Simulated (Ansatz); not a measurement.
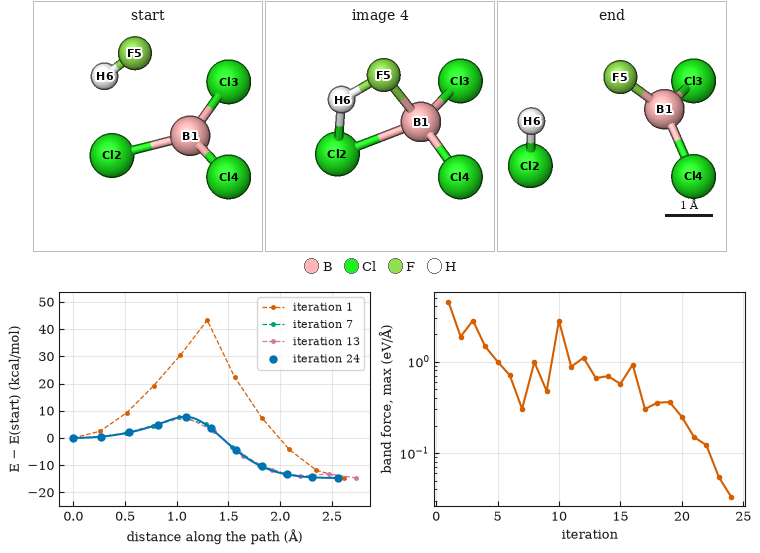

A nudged-elastic-band calculation for BHCl3F, made up at the start of BCl$_{3}$ and HF. Images are numbered from 0 (start) to 10 (end). The plot follows the band through its iterations. Style: ball-and-stick. Shown from a free direction.

All numbers below come from RKS PBE-D4/def2-SVP (Ansatz 0.2.0). Set-up: 9 movable images; climbing image; force threshold 0.05 eV/Å; iteration limit 60; starting path through a guess of the saddle point.

Q: How did the profile develop, and is the result final?

A: The result is final at these settings. The band converged in 24 iterations. The largest component of the band force went from 4.5 to 0.033 eV/Å. The climbing image converged on the top of the path. Its vibrational analysis gives one imaginary mode (637i cm⁻¹), as a transition state must have. The first iteration put the highest image at 43.3 kcal/mol. The energy climbs by 7.8 kcal/mol to image 4 and then falls by 22.5 kcal/mol, so the end point sits at −14.7 kcal/mol.

Limits of the set-up: the start holds two separate molecules, 2.3 Å apart at their closest, whose relative position is a soft coordinate.
